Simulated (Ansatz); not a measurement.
**BLYP/cc-pVTZ run of H2O3 (trioxidane)**

What is the energy change on altering one bond length of H2O3 (trioxidane) at BLYP/cc-pVTZ? 

Program for the calculation: Ansatz 0.2.0.

27 further runs of the same task are left out: 27 set aside as unsound or not needed.

### 1 Starting point

H2O3 has 5 atoms, charge 0, and is taken as a singlet. As SMILES, `OOO`. The shape is that of a PBE0-D4/def2-TZVP optimisation. This is a higher conformer, about 11 kJ/mol above the lowest found by a separate search.

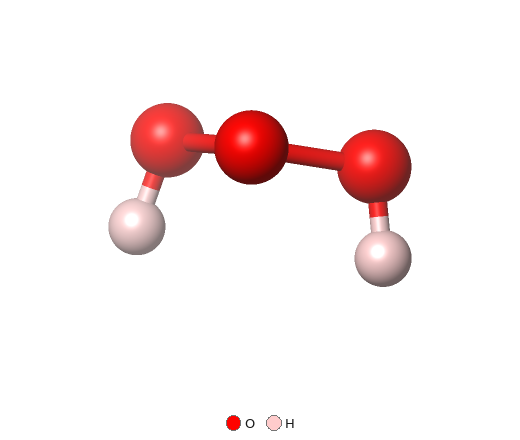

Viewed from a chosen angle; oxygen red, hydrogen pink.

### 2 The energy at BLYP/cc-pVTZ

run.yaml

```yaml
crystal:
  periodic: [false, false, false]
  atoms:
    - symbol: O
      position_ang: [-0.968320, -0.699970, -0.146130]
    - symbol: O
      position_ang: [-0.133650, -0.043580, 0.770240]
    - symbol: O
      position_ang: [1.173090, -0.066850, 0.261080]
    - symbol: H
      position_ang: [-1.310410, 0.028200, -0.685190]
    - symbol: H
      position_ang: [1.239280, 0.782200, -0.199990]
basis:
  gaussian: {orbitals: cc-pVTZ}
hamiltonian: {xc: {name: BLYP}}
accuracy: high
output: {orbitals: {seedname: orbitals}}
```

Run with:

```bash
$ ansatz run run.yaml --threads 1 --pin off --max-ram 3480MiB --events-out events.jsonl --progress --plain --runs-dir runs
```

The program printed:

```text
Warning: RAYON_NUM_THREADS=1 ignored (pool sized by the plan → 1); use --threads N
Functional definition: BLYP
  name "BLYP"
  parameter beta = 0.0042
  parameter a = 0.04918
  parameter b = 0.132
  parameter c = 0.2533
  parameter d = 0.349
  exchange = b88_x(beta = beta)
  correlation = lyp_c(a = a, b = b, c = c, d = d)
2102 factors; integrals over basis functions are off by at most 3.0e-9 eV
mean field evaluation 1: about -6165.7033 eV, gradient 5.7e1 eV
mean field evaluation 2: about -6152.1271 eV, gradient 1.1e2 eV
mean field evaluation 4: about -6170.4455 eV, gradient 6.8e0 eV
mean field evaluation 8: about -6170.5253 eV, gradient 2.2e-1 eV
mean field evaluation 16: about -6170.5254 eV, gradient 1.2e-5 eV
mean field -6170.52535446 eV, -226.7626242442 hartree, gradient 2.4e-8 eV, S^2 0.000000; 0 other end points of the search recorded, 0 dependent functions left out
reference -6170.52539504 eV, -226.7626257355 hartree; 13, 13 occupied and 105, 105 virtual orbitals, 2102 factors
Total energy: -6170.52539504 eV, -226.7626257355 hartree
```

It took 5.7 s on 1 thread of Arm Neoverse V1, shared host; peak memory 0.28 GiB.

### 3 The distorted shape at the same level

input.yaml

```yaml
crystal:
  periodic: [false, false, false]
  atoms:
    - {symbol: O, position_ang: [-1.021274, -1.379236, 0.222740]}
    - {symbol: O, position_ang: [-0.186604, -0.722846, 1.139110]}
    - {symbol: O, position_ang: [1.120136, -0.746116, 0.629950]}
    - {symbol: H, position_ang: [-1.363364, -0.651066, -0.316320]}
    - {symbol: H, position_ang: [1.239280, 0.782200, -0.199990]}
basis:
  gaussian:
    orbitals: cc-pVTZ
total_charge: 0
hamiltonian:
  xc: {name: BLYP}
accuracy: high
output: {orbitals: {seedname: orbitals}}
```

Run with:

```bash
$ ansatz run input.yaml --threads 1 --pin off --max-ram 3480MiB --events-out events.jsonl --progress --plain --runs-dir runs
```

The program printed, cut to the lines that bear on the results:

```text
Warning: RAYON_NUM_THREADS=1 ignored (pool sized by the plan → 1); use --threads N
[... 9 set-up lines as earlier in the session ...]
2082 factors; integrals over basis functions are off by at most 3.1e-9 eV
mean field evaluation 1: about -6161.4004 eV, gradient 5.8e1 eV
mean field evaluation 2: about -6132.1795 eV, gradient 1.2e2 eV
mean field evaluation 4: about -6166.5650 eV, gradient 2.6e1 eV
mean field evaluation 8: about -6167.7584 eV, gradient 6.7e-1 eV
mean field evaluation 16: about -6167.7502 eV, gradient 1.9e-4 eV
mean field -6167.75017099 eV, -226.6606381328 hartree, gradient 7.4e-8 eV, S^2 0.000000; 0 other end points of the search recorded, 0 dependent functions left out
reference -6167.75021402 eV, -226.6606397142 hartree; 13, 13 occupied and 105, 105 virtual orbitals, 2082 factors
Total energy: -6167.75021402 eV, -226.6606397142 hartree
```

Wall time 5.4 s (1 thread of Arm Neoverse V1, shared host); peak memory 0.28 GiB.

### 4 Results

At BLYP/cc-pVTZ:

| quantity | value |
| --- | --- |
| first shape: total energy | -226.76263 Eh |
| first shape: HOMO energy | -6.47 eV |
| first shape: LUMO energy | -0.87 eV |
| first shape: HOMO–LUMO gap | 5.60 eV |
| distorted shape: total energy | -226.66064 Eh |
| distorted shape: HOMO energy | -6.81 eV |
| distorted shape: LUMO energy | -4.52 eV |
| distorted shape: HOMO–LUMO gap | 2.29 eV |
| energy change with the O3–H5 bond stretched from 0.968 to 1.743 Å | 2.775 eV |

In words: One bond (distorted shape) is far stretched, which a spin-restricted single reference describes badly; a broken-symmetry solution may lie lower. With the O3–H5 bond stretched from 0.968 to 1.743 Å the energy rises by 2.78 eV (64 kcal/mol). The first shape isn't relaxed at this level, so the change isn't measured from a minimum. A restricted reference can't describe the breaking bond well at this length.
